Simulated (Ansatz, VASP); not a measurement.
**SnTe: VASP beside Ansatz**

One calculation is typed for both programs; each brings its own data sets and cutoff. How far apart do they land?

Calculated with Ansatz 0.2.0; plane waves, with VASP 6.6.1 beside it; relaxation of cell and atoms at PBE with D3(BJ).

## Step 1: Set-up

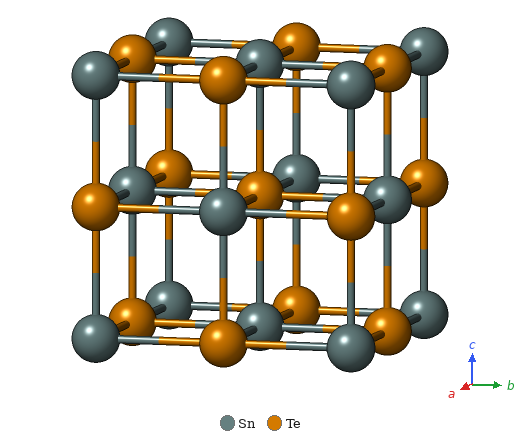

The starting structure, seen slightly off an axis (tin teal, tellurium orange). This picture shows the conventional cell, with its axes. Some periodic images of atoms are drawn too.

## Step 2: Ansatz: relaxation of cell and atoms, PBE with D3(BJ)

Ansatz runs on its default PAW (the set named soft_2) files.

The relaxed volume is the usual yardstick between codes: its relative difference is about their pressure difference at one cell divided by the bulk modulus.

Contents of input.yaml:

```yaml
crystal:
  lattice:
    - [0.0, 3.16, 3.16]
    - [3.16, 0.0, 3.16]
    - [3.16, 3.16, 0.0]
  atoms:
    - { symbol: Sn, position: [0.0, 0.0, 0.0] }
    - { symbol: Te, position: [0.5, 0.5, 0.5] }
hamiltonian:
  xc: pbe
  pseudopotentials: { kind: paw }
  dispersion: d3bj
kpoints:
  mp_grid: { grid: [6, 6, 6] }
scf:
  occupations: { method: fermi_dirac, width: 0.05 }
relax:
  f_tol: 0.01
  max_steps: 60
  cell: { stress_tol: 0.05 }
output:
  forces: true
  stress: true
```

Run with:

```
ansatz run input.yaml --threads 4 --pin off --max-ram 9216MiB --backend cpu --events-out ev --progress --plain --runs-dir out
```

Numbers of over 12 decimals in the logs are rounded to 6 here.

What it wrote:

```text
Engine: ansatz 0.2.0, aarch64-unknown-linux-gnu
Pseudopotentials: kind: paw
Pseudopotential: Sn, paw, valence charge 14, recommended cutoff 420 eV (normal), Sn.paw.azcp
Pseudopotential: Te, paw, valence charge 16, recommended cutoff 420 eV (normal), Te.paw.azcp
Functional definition: PBE
  parameter kappa = 0.804
  parameter beta = 0.066725
  exchange = pbe_x(kappa = kappa, mu = beta*pi^2/3)
  correlation = pbe_c(beta = beta)
Crystal: 2 atoms, lattice volume = 63.109 Å³
Basis set: ecut = 420 eV, 1243 PW (Γ), exchange–correlation on 60×60×60 points (8 copies of the dense FFT grid, shifted against one another)
Bands: 19, of which v1, the nominal top of the filled ones, is band 15 counted from 1 (14 counted from 0)
Symmetry: 48 space group operations
Space group: Fm-3m (ITA 225), of the structure as read, at distance tolerance 4.0e-5 Å
k-points: 16 of 216
Non-local potential: Sn, projectors of the file, l = 0: 2, l = 1: 2, l = 2: 2, l = 3: 2
Non-local potential: Te, projectors of the file, l = 0: 2, l = 1: 2, l = 2: 2, l = 3: 2
PAW form: soft (Blöchl's): semilocal exchange-correlation on the pseudo side does not see the compensation charge
PAW one-centre angular grid: Sn, 590 points (default); XC on 64 Gauss nodes
PAW one-centre angular grid: Te, 590 points (default); XC on 64 Gauss nodes
Initial density: superposition of atomic densities (neutral atoms: chi_scale 0, normalization atom), corrected by the library's trained network
Initial wavefunctions: pseudopotential atomic-orbital guess
Functional: x = pbe(κ = 0.804, μ = 0.219515), c = pbe(β = 0.066725)
SCF iter   1: F=—  HF=-13005.528644 eV  |F-HF|=—  |Δ(HF+E_count)|=         —  Δρ=6.34e-4  dr2=2.86e-4  ethr=1.77e-3  ⟨swp⟩=6.5  Hψ=1595  notcnv=0
preconditioner: auto → Kerker (q_TF=auto, 2.410 Å⁻¹)  [metal: Δε(μ)=0.068 eV  Ē_g=8.635 eV  σ=0.050 eV  W_gap=0.33  n_scr=14 (ndim 8)  ℏωp=14.8 eV  f_vac=0.009  D(μ)=0.33/eV (n_scr^D=0)]
SCF iter   2: F=—  HF=-13005.527024 eV  |F-HF|=—  |Δ(HF+E_count)|=   1.62e-3  Δρ=4.28e-4  dr2=1.38e-4  ethr=9.53e-7  ⟨swp⟩=2.9  Hψ=709  notcnv=0
SCF iter   3: F=—  HF=-13005.527061 eV  |F-HF|=—  |Δ(HF+E_count)|=   3.66e-5  Δρ=2.39e-4  dr2=5.16e-5  ethr=4.61e-7  ⟨swp⟩=2.6  Hψ=463  notcnv=0
SCF iter   4: F=—  HF=-13005.527085 eV  |F-HF|=—  |Δ(HF+E_count)|=   2.45e-5  Δρ=9.69e-5  dr2=9.88e-6  ethr=1.72e-7  ⟨swp⟩=2.1  Hψ=380  notcnv=0
SCF iter   5: F=—  HF=-13005.527089 eV  |F-HF|=—  |Δ(HF+E_count)|=   3.99e-6  Δρ=3.43e-5  dr2=7.79e-7  ethr=3.29e-8  ⟨swp⟩=2.0  Hψ=444  notcnv=0
SCF iter   6: F=-13005.527090 eV  HF=-13005.527090 eV  |F-HF|=9.24e-8  |Δ(HF+E_count)|=   2.78e-7  Δρ=7.97e-6  dr2=5.09e-8  ethr=3.33e-10  ⟨swp⟩=3.1  Hψ=1224  notcnv=0
SCF 1 converged in 6 iterations: F = -13005.527090 eV  dr2 = 5.09e-8
  greatest PAW one-centre occupation: 0.998 electrons in one spin orbital (limit 2), on the Te atom at site 1 (counted from 0), in its partial waves of l = 2
relax step   1: F+E_penalty+E_count = -13005.52708965 eV  Δ(F+E_penalty+E_count) = +0.000e0 eV  max|allowed force component| = 4.944e-29 eV/Å  Δτ_max = 0.0000 Å  P = -0.234 GPa  Ω = 63.109 Å³  (6 SCF iters, dr2 threshold 1.00e-7 eV, accepted)
[...]
relax step   2: F+E_penalty+E_count = -13005.52738775 eV  Δ(F+E_penalty+E_count) = -2.981e-4 eV  max|allowed force component| = 7.356e-29 eV/Å  Δτ_max = 0.0000 Å  P = +0.072 GPa  Ω = 62.678 Å³  energy of the carried Pulay correction = +7.746e-5 eV  (4 SCF iters, dr2 threshold 1.37e-7 eV, accepted)
[...]
relax step   3: F+E_penalty+E_count = -13005.52739197 eV  Δ(F+E_penalty+E_count) = -4.215e-6 eV  max|allowed force component| = 1.413e-30 eV/Å  Δτ_max = 0.0000 Å  P = -0.001 GPa  Ω = 62.779 Å³  energy of the carried Pulay correction = +5.927e-5 eV  (4 SCF iters, dr2 threshold 1.30e-8 eV, accepted)
[...]
relax step   4: F+E_penalty+E_count = -13005.52732197 eV  Δ(F+E_penalty+E_count) = +7.000e-5 eV  max|allowed force component| = 1.007e-29 eV/Å  Δτ_max = 0.0000 Å  P = -0.001 GPa  Ω = 62.779 Å³  stress off target by 7.49e-4 GPa  SCF on the basis re-selected at this cell (its energy is not comparable with the rows above)  (5 SCF iters)
basis re-selected at this cell: Δ(F+E_penalty+E_count) = +7.000e-5 eV, ΔP = +0.000 GPa vs the last step (what re-selecting the basis moved, of the pressure what is left beyond the Pulay correction that the steps carried, after the strain that the cell walked since its last selection, with what the two solves' SCF thresholds leave and, on support functions, any second-order correction that the steps lacked; it is no m [...]
SCF converged after 5 iterations
Free energy (F): -13005.527322 eV
Harris-Foulkes:  -13005.527322 eV  (|F-HF|=9.09e-12)
Internal energy: -13005.525012 eV  (E = F + TS)
E sigma→0 (E₀):  -13005.526167 eV
Entropy (-TS):   -0.002310 eV (-1.155 meV/atom)
Fermi energy:    9.689908 eV
--- Per-component energies (eV) ---
  E_band       = -354.925244
  E_kinetic    = 366.083246
  E_local      = -2157.897036  (includes V_loc(G=0)·N_el)
  E_nonlocal   = -343.025335
  E_hartree    = 1355.585231
  E_xc         = -507.734188
  E_vxc        = -200.965918  (∫ρ·V_xc dr)
  E_paw        = -8795.616474  (= ΣΔE_a)
  E_vpaw       = -730.290523  (= ΣTr[D̂ρ^β])
  E_aug_tail   = -0.000168  (compensation charges beyond the density's cutoff)
  E_ewald      = -2922.121100
  E_disp       = -0.799188  (pairwise vdW)
  E_smearing   = -0.002310  (= −TS)
  E_closure    = 0.000000  (closes the sum)
  Σ components = -13005.527322   (vs F -13005.527322, Δ=0.00e0)
--- Forces (eV/Å), atoms counted from 1 ---
  atom   1  Sn    -0.00000000     0.00000000     0.00000000
  atom   2  Te     0.00000000    -0.00000000    -0.00000000
  max |Σ_I F_I| component: 1.98e-29 eV/Å
--- Stress (GPa, compression-positive) ---
       -0.000749      -0.000000      -0.000000
       -0.000000      -0.000749      -0.000000
       -0.000000      -0.000000      -0.000749
  P = ⅓ Tr σ = -0.0007 GPa (-0.007 kbar)
--- Relaxed structure (3 steps of the walk, 3 accepted, 1 SCFs on fresh bases) ---
  F+E_penalty+E_count = -13005.52732197 eV   max|allowed force component| = 1.007e-29 eV/Å   (the final SCF, on the basis selected at the relaxed cell)
  cell:  # Å, volume = 62.7790 Å³
    - [0, 3.154483, 3.154483]
    - [3.154483, 0, 3.154483]
    - [3.154483, 3.154483, 0]
  atoms:
    - { symbol: Sn, position: [0, 0, 0] }
    - { symbol: Te, position: [0.5, 0.5, 0.5] }
```

Wall time 1.6 s (4 threads of Arm Neoverse V1, shared host); peak memory 0.36 GiB; 5.2 s of CPU time.

## Step 3: VASP: relaxation of cell and atoms, PBE with D3(BJ)

The same cell, functional, mesh and smearing now go to VASP, with its own data sets and cutoff.

Lines of VASP's logs that name or quote its potential files are left out, and so is its time.

Contents of INCAR:

```
SYSTEM = SnTe
PREC = Accurate
ENCUT = 520
EDIFF = 1E-06
NELM = 100
ISMEAR = -1
SIGMA = 0.05
LREAL = .FALSE.
ALGO = Normal
GGA = PE
IVDW = 12
NBANDS = 16
LORBIT = 11
LWAVE = .FALSE.
LCHARG = .FALSE.
KPAR = 2
IBRION = 2
NSW = 60
ISIF = 3
EDIFFG = -0.01
```

Contents of POSCAR:

```
SnTe
1.0
    0.0000000000      3.1600000000      3.1600000000
    3.1600000000      0.0000000000      3.1600000000
    3.1600000000      3.1600000000      0.0000000000
Sn Te
1 1
Direct
    0.0000000000      0.0000000000      0.0000000000
    0.5000000000      0.5000000000      0.5000000000
```

Contents of KPOINTS:

```
Automatic mesh
0
Gamma
6 6 6
0 0 0
```

The projector-augmented-wave data sets are Sn_d and Te (PBE family, release 64).

Run with:

```
mpirun -np 2 vasp_std
```

What it wrote:

```text
[banner, memory and clock lines left out]
running    2 mpi-ranks, on    1 nodes
 distrk:  each k-point on    1 cores,    2 groups
 distr:  one band on    1 cores,    1 groups

 POSCAR found type information on POSCAR SnTe
 POSCAR found :  2 types and       2 ions
 LDA part: xc-table for (Slater+PW92), standard interpolation
 POSCAR, INCAR and KPOINTS ok, starting setup
 FFT: planning ... GRIDC
 FFT: planning ... GRID_SOFT
 FFT: planning ... GRID
 WAVECAR not read
 entering main loop
       N       E                     dE             d eps       ncg     rms          rms(c)
DAV:   1     0.129840455321E+03    0.12984E+03   -0.95968E+03   520   0.145E+03
DAV:   2     0.347197919358E+01   -0.12637E+03   -0.12349E+03   552   0.369E+02
DAV:   3    -0.729275693514E+01   -0.10765E+02   -0.10729E+02   680   0.899E+01
DAV:   4    -0.758999400975E+01   -0.29724E+00   -0.29721E+00   592   0.164E+01
DAV:   5    -0.760416494025E+01   -0.14171E-01   -0.14171E-01   784   0.325E+00    0.488E+00
DAV:   6    -0.754946494039E+01    0.54700E-01   -0.13092E-01   680   0.253E+00    0.309E+00
DAV:   7    -0.755045392439E+01   -0.98898E-03   -0.53013E-02   632   0.119E+00    0.795E-01
DAV:   8    -0.755054233217E+01   -0.88408E-04   -0.73486E-03   648   0.712E-01    0.180E-01
DAV:   9    -0.755067978343E+01   -0.13745E-03   -0.57077E-04   712   0.241E-01    0.386E-02
DAV:  10    -0.755066994488E+01    0.98385E-05   -0.86424E-05   656   0.856E-02    0.164E-02
DAV:  11    -0.755067416547E+01   -0.42206E-05   -0.38933E-05   648   0.528E-02    0.257E-02
DAV:  12    -0.755067399651E+01    0.16896E-06   -0.24805E-06   616   0.121E-02
   1 F= -.83452896E+01 E0= -.83440914E+01  d E =-.834529E+01
 curvature:   0.00 expect dE= 0.000E+00 dE for cont linesearch  0.000E+00
 trial: gam= 0.00000 g(F)=  0.200E-60 g(S)=  0.992E-03 ort = 0.000E+00 (trialstep = 0.100E+01)
 search vector abs. value=  0.992E-03
 bond charge predicted
       N       E                     dE             d eps       ncg     rms          rms(c)
DAV:   1    -0.755570362733E+01   -0.50295E-02   -0.25256E-01   616   0.733E+00    0.648E-01
DAV:   2    -0.754623183471E+01    0.94718E-02   -0.15511E-02   648   0.192E+00    0.264E-01
DAV:   3    -0.754393124514E+01    0.23006E-02   -0.64124E-03   656   0.113E+00    0.532E-02
DAV:   4    -0.754387669382E+01    0.54551E-04   -0.19526E-04   600   0.127E-01    0.532E-02
DAV:   5    -0.754385194430E+01    0.24750E-04   -0.24909E-05   696   0.362E-02    0.112E-02
DAV:   6    -0.754385183868E+01    0.10562E-06   -0.33148E-06   608   0.276E-02
   2 F= -.83455063E+01 E0= -.83443819E+01  d E =-.216749E-03
 trial-energy change:   -0.000217  1 .order   -0.000285   -0.000992    0.000422
 step:   0.6344(harm=  0.7017)  dis= 0.00000  next Energy=    -8.345587 (dE=-0.297E-03)
 bond charge predicted
       N       E                     dE             d eps       ncg     rms          rms(c)
DAV:   1    -0.754808459978E+01   -0.42327E-02   -0.34161E-02   616   0.274E+00    0.235E-01
DAV:   2    -0.754683375685E+01    0.12508E-02   -0.20463E-03   648   0.695E-01    0.973E-02
DAV:   3    -0.754652143664E+01    0.31232E-03   -0.86264E-04   656   0.414E-01    0.191E-02
DAV:   4    -0.754650975701E+01    0.11680E-04   -0.26295E-05   600   0.465E-02    0.192E-02
DAV:   5    -0.754650236382E+01    0.73932E-05   -0.33675E-06   640   0.133E-02    0.411E-03
DAV:   6    -0.754650208955E+01    0.27427E-06   -0.41855E-07   296   0.102E-02
   3 F= -.83455740E+01 E0= -.83444209E+01  d E =-.284424E-03
 curvature:  -0.33 expect dE=-0.562E-06 dE for cont linesearch -0.562E-06
 trial: gam=-0.03955 g(F)=  0.581E-60 g(S)=  0.169E-05 ort = 0.409E-04 (trialstep = 0.927E+00)
 search vector abs. value=  0.297E-08
 reached required accuracy - stopping structural energy minimisation
```

OUTCAR, selected parts (step 3):

```text
ion  position               nearest neighbor table
   1  0.000  0.000  0.000-   2 3.16   2 3.16   2 3.16   2 3.16   2 3.16   2 3.16
   2  0.500  0.500  0.500-   1 3.16   1 3.16   1 3.16   1 3.16   1 3.16   1 3.16

  LATTYP: Found a face centered cubic cell.
 ALAT       =     6.3200000000

 Subroutine GETGRP returns: Found 48 space group operations
 (whereof 48 operations were pure point group operations)

The static configuration has the point symmetry O_h .

 Found     16 irreducible k-points:

   k-points           NKPTS =     16   k-points in BZ     NKDIM =     16   number of bands    NBANDS=     16

   dimension x,y,z NGX =    36 NGY =   36 NGZ =   36
   dimension x,y,z NGXF=    72 NGYF=   72 NGZF=   72

   ENCUT  =  520.0 eV  38.22 Ry    6.18 a.u.   8.31  8.31  8.31*2*pi/ulx,y,z

   NELECT =      20.0000    total number of electrons

 k-points in reciprocal lattice and weights: Automatic mesh
   0.00000000  0.00000000  0.00000000       0.005
   0.16666667  0.00000000  0.00000000       0.037
   0.33333333  0.00000000  0.00000000       0.037
   0.50000000  0.00000000  0.00000000       0.019
   0.16666667  0.16666667  0.00000000       0.028
   0.33333333  0.16666667  0.00000000       0.111
   0.50000000  0.16666667  0.00000000       0.111
  -0.33333333  0.16666667  0.00000000       0.111
  -0.16666667  0.16666667  0.00000000       0.056
[...]
-0.33333333  0.33333333  0.16666667       0.111
  -0.33333333  0.50000000  0.16666667       0.056

 Edisp (eV)   -0.80165

 average (electrostatic) potential at core
       1-100.6401       2 -87.8365

 E-fermi :   6.9688

 k-point     1 :       0.0000    0.0000    0.0000
  band No.  band energies     occupation
    ...
      6      -5.8660      2.00000
      7       2.2202      2.00000
      8       4.7783      2.00000
      9       4.7783      2.00000
     10       4.7783      2.00000
     11      10.2552      0.00000
     12      10.2552      0.00000
     13      10.2552      0.00000
     14      11.6695      0.00000
     15      11.6695      0.00000
    ...

 k-point     2 :       0.1667    0.0000    0.0000
  band No.  band energies     occupation
    ...
      6      -5.6358      2.00000
      7       1.1098      2.00000
      8       4.8213      2.00000
      9       4.8213      2.00000
     10       5.5186      2.00000
     11       9.2103      0.00000
     12       9.2103      0.00000
     13       9.2567      0.00000
     14      11.6689      0.00000
     15      12.2265      0.00000
    ...

 k-point     3 :       0.3333    0.0000    0.0000
  band No.  band energies     occupation
    ...
      6      -5.0366      2.00000
      7      -0.5584      2.00000
      8       4.9763      2.00000
      9       4.9763      2.00000
     10       6.3106      2.00000
     11       7.8666      0.00000
     12       7.8666      0.00000
     13       7.9194      0.00000
     14      12.7809      0.00000
     15      13.7445      0.00000
    ...

 Edisp (eV)   -0.79907

  Total      -0.00483    -0.00483    -0.00483    -0.00000     0.00000    -0.00000
  in kB      -0.12330    -0.12330    -0.12330    -0.00000     0.00000    -0.00000
  external pressure =       -0.12 kB  Pullay stress =        0.00 kB

  energy-cutoff  :      520.00
  volume of cell :       62.77
      direct lattice vectors                 reciprocal lattice vectors
     0.000000000  3.154338542  3.154338542    -0.158511838  0.158511838  0.158511838
     3.154338542  0.000000000  3.154338542     0.158511838 -0.158511838  0.158511838
     3.154338542  3.154338542 -0.000000000     0.158511838  0.158511838 -0.158511838

 POSITION                                       TOTAL-FORCE (eV/Angst)
 -----------------------------------------------------------------------------------
      0.00000      0.00000      0.00000        -0.000000     -0.000000     -0.000000
      3.15434      3.15434      3.15434         0.000000      0.000000      0.000000
 -----------------------------------------------------------------------------------
    total drift:                               -0.000000      0.000000      0.000000

  FREE ENERGIE OF THE ION-ELECTRON SYSTEM (eV)
  ---------------------------------------------------
  free  energy   TOTEN  =        -8.3455740246 eV

  energy  without entropy=       -8.3432678443  energy(sigma->0) =       -8.34442093

 reached required accuracy - stopping structural energy minimisation

 total charge
# of ion       s       p       d       tot
------------------------------------------
    1        1.365   0.737   9.984  12.086
    2        1.388   1.963   0.030   3.381
--------------------------------------------------
tot          2.753   2.700  10.014  15.467

[... 3 further parts left out ...]
```

## Step 4: Differences

Known differences besides the PAW data sets themselves: both relaxations stop at a tolerance, which leaves soft axes loose, and VASP keeps its plane-wave basis; the data sets hold 30 valence electrons in Ansatz (default PAW (the set named soft_2) files) and 20 in VASP; the cutoff is 420 eV in Ansatz and 520 eV in VASP; VASP leaves aspherical gradient terms in its spheres out (LASPH is not set), Ansatz keeps them; Ansatz adds a Pulay correction to the stress that steers its cell, VASP none. Total energies have different zeros and are not compared.

The two programs side by side:

```tsv
quantity	Ansatz	VASP	difference
volume (Å³)	62.78	62.77	+0.01 %
edge a after relaxation, in the typed setting (Å)	4.461	4.461	+0.00 %
```

The walks stopped with 0.00 GPa left in Ansatz and -0.01 GPa in VASP; each walk ends within a tolerance, so the volume difference is uncertain by about these residues over the bulk modulus, most in soft cells.

## Step 5: Summary of results

| Quantity | Value |
| --- | --- |
| difference in volume (relaxation of cell and atoms, PBE with D3(BJ)) | 0.014 % |

The difference in volume is 0.014 % (relaxation of cell and atoms, PBE with D3(BJ)), within the 1.2 % picked in this series as the mark of a large difference, as far as the stopping tolerances let one tell. How closely two codes agree says nothing of how well the functional describes the real material.

[Lines on the potential files, build, host, timing and source positions are cut from VASP's logs without a mark.]

[Logs are printed without paths, hosts, clocks, repeated set-up lines and the standing remarks that a program may print on its own settings, such as how far it seeks lower states.]

[Hosts, paths, dates, database ids (printed as entryN), source tags and the programs' standing remarks are cut or masked in the printed files.]
